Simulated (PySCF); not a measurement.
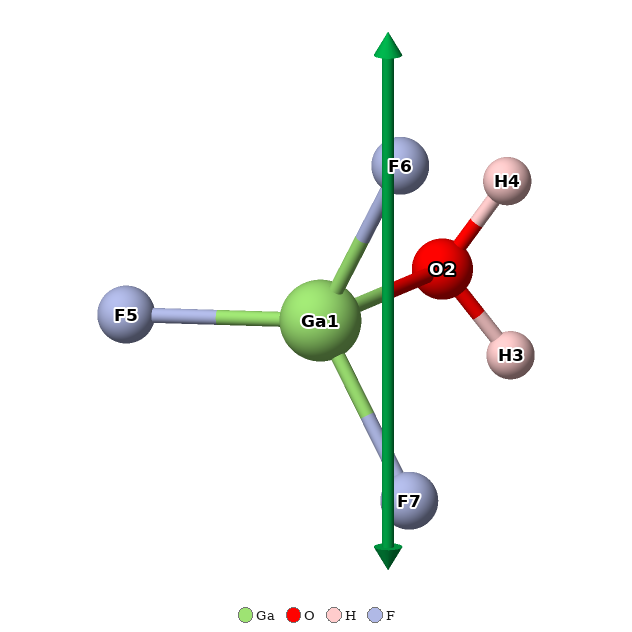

The double arrow shows the direction of the transition dipole to excited singlet state 14 (its length means nothing). Computed geometry: PBE0-D3(BJ)/def2-SVP optimisation. No frequency run is at hand to confirm it as a minimum. Level of theory: TDDFT PBE0/def2-SVPD, vertical, gas phase, core orbitals frozen in the response (PySCF 2.14.0).

**Where does the transition lie, and how strong is it?**

9.94 eV (125 nm), oscillator strength 0.060, of mixed character, with the largest part HOMO−7 → LUMO (weight 0.37); transition dipole 1.26 D.
